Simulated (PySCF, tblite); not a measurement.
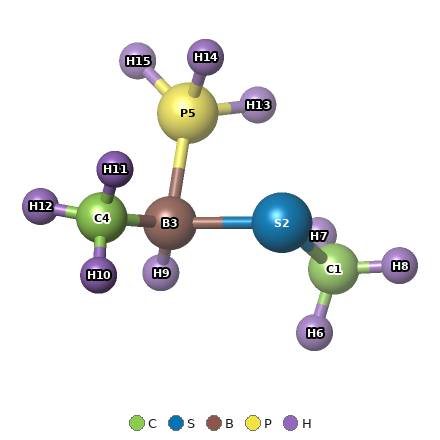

C₂H₁₀BPS, SMILES CS[B@@H-](C)[PH3+]. Vertical core-electron binding energies by ΔSCF (SCAN, pcX-2 on the ionised atom, pcseg-1 elsewhere, spin-free X2C; PySCF 2.14.0, at a GFN2-xTB geometry (a minimum by its frequencies)), gas phase, against the vacuum level. One atom of each kind was ionised; within a panel, areas follow the number of like atoms and 2j + 1 (2p levels are split by first-order spin-orbit coupling, an approximation), Gaussians of 0.4 eV full width. Only the regions named are shown.

Question: Predict the S 2p photoelectron lines.

Answer:
| level | atoms | binding energy (eV) |
| --- | --- | --- |
| S 2p1/2 | S2 | 169.3 |
| S 2p3/2 | S2 | 168.0 |

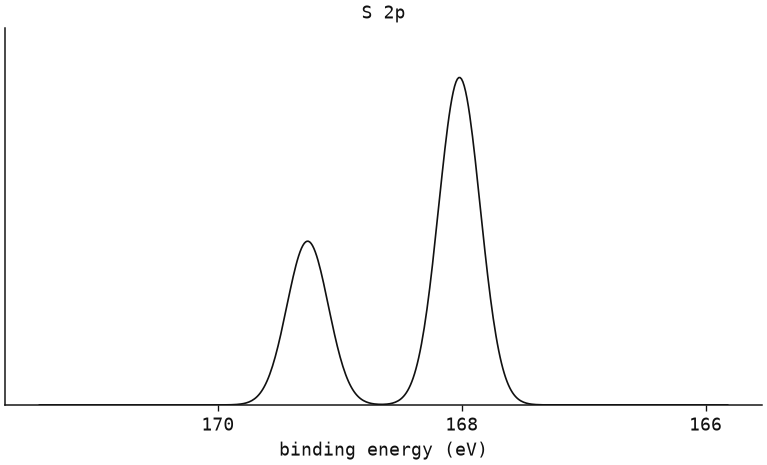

Caveats: one conformer of a flexible molecule; the tight-binding geometry is rougher than a DFT one and adds to the error.
